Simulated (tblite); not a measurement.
## Relaxed scan of C$_{5}$H$_{9}$N$_{2}$Si (charge −1)

C$_{5}$H$_{9}$N$_{2}$Si, charge −1, computed with GFN2-xTB relaxed scan under a harmonic restraint, gas phase (tblite 0.8.0).

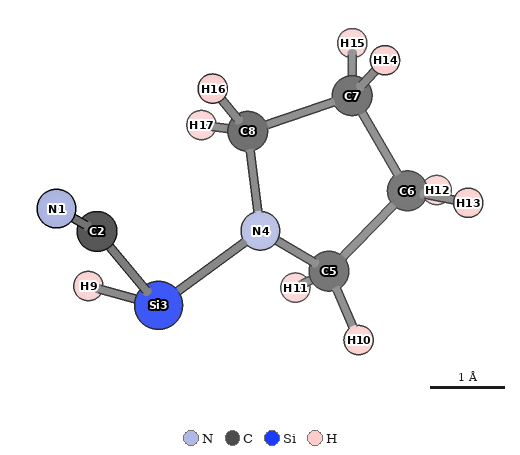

Figure 1. The structure as given in the input (ball-and-stick view, seen at a tilt; atoms are numbered from 1 in the order of the input).

**Input file**
```
{"job": {"xc": "GFN2-xTB", "basis": "xTB", "coordinate": [["t", [7, 2, 4, 3], 0.3333333333333333], ["t", [2, 4, 7, 3], 0.3333333333333333], ["t", [4, 7, 2, 3], 0.3333333333333333]], "kind": "drive"}, "charge": -1, "multiplicity": 1}
N      4.270417     0.523281    -0.060461
C      3.267969    -0.058552     0.025425
Si     1.942578    -1.320783    -0.213683
N      0.490060    -0.316200    -0.336336
C     -0.721813    -0.988105    -0.644158
C     -1.794564     0.118243    -0.669675
C     -1.199746     1.215436     0.230662
C      0.144533     0.618016     0.688369
H      1.860778    -1.839681     1.208124
H     -0.628503    -1.523504    -1.593101
H     -1.001419    -1.739403     0.132520
H     -2.758383    -0.242773    -0.303802
H     -1.932245     0.485451    -1.688095
H     -1.030511     2.131004    -0.338601
H     -1.847887     1.454165     1.077187
H      0.932407     1.367367     0.797693
H     -0.000668     0.128068     1.678024
```

The first line tells a small driver script what to run in tblite; the rest is the geometry in Å.

Launch command:
```bash
OMP_NUM_THREADS=1 python <driver script> task.json out
```

**Output**
```
point  coordinate     E/eV
  0     19.200     -625.68352
  1      9.800     -625.65313
  2      0.100     -625.63480
  3     -9.700     -625.64229
  4    -19.500     -625.68431
  5    -27.200     -625.72164
  6    -33.900     -625.71726
```

**Summary**

- outcome: converged
- hardware: 1 CPU thread, shared host
- wall time: 4.1 s
- peak memory: 0.18 GiB
